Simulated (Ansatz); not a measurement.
Base system: SrTiO3 in the cubic perovskite structure (space group Pm-3m, No. 221; a = 3.8911 Å). Axes: x, y, z lie along the cube axes.

Perturbation: tensor shear ε_xy = +1.00 % (engineering shear γ = 0.0200), atoms relaxed at fixed cell.

All numbers come from DFT with PBEsol, PAW potentials and a 420 eV plane-wave cutoff in Ansatz (a program for electronic structure), no spin-orbit coupling.

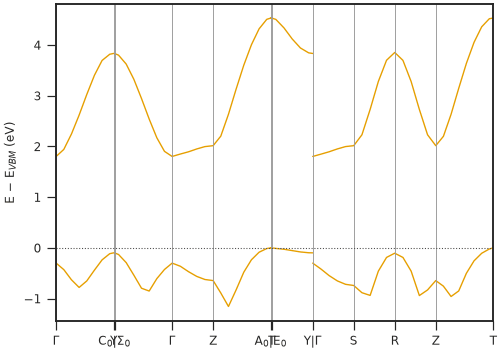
Highest valence and lowest conduction band along the path of the changed cell's own zone

### Question
From the figure, how large is the changed gap, and is it direct?

### Answer
About 1.8 eV, indirect, T → Γ.

The cells carry an imposed strain or load. Stability against distortions was not tested. The final runs are not spin-polarised. Many cubic perovskites are stable only at high temperature; tilts and polar distortions were not tested. k-point labels follow each cell's own Brillouin zone.
